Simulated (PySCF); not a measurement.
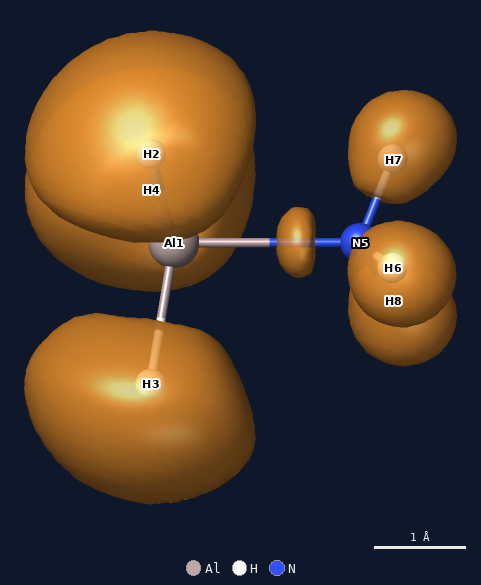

Figure. AlH₆N. Isosurface of the ELF at 0.9 (orange), seen from one side. Core shells and regions of very low density are left out.

Geometry: PBE0-D3(BJ)/def2-TZVPD.

Computed with PySCF 2.14.0, wB97M-D3(BJ)/def2-TZVPD, SCF density, gas phase.

```yaml
atoms:
  - { symbol: Al, position_ang: [0.3349, -0.0582, -0.2065] }
  - { symbol: H, position_ang: [0.5677, 1.3038, -1.0203] }
  - { symbol: H, position_ang: [0.6696, -0.0494, 1.3616] }
  - { symbol: H, position_ang: [-0.8406, -1.0280, -0.7063] }
  - { symbol: N, position_ang: [1.9577, -1.1275, -0.8876] }
  - { symbol: H, position_ang: [2.8215, -0.6207, -0.7227] }
  - { symbol: H, position_ang: [1.8876, -1.3044, -1.8845] }
  - { symbol: H, position_ang: [2.0305, -2.0243, -0.4178] }
```

> Where are the electrons localised?

At this value the surface marks out six regions around hydrogen nuclei and one lobe of the valence shell of N pointing towards Al. Along the contacts the grid gives the following. Al–N (2.06 Å): the ELF peaks at about 0.95 in the valence shell of N, 0.7 Å from its nucleus, and is about 0.75 at the midpoint. N–H (1.01 Å): the ELF climbs to about 1 towards the hydrogen, as it does in any bond to H: a covalent bond by its length.
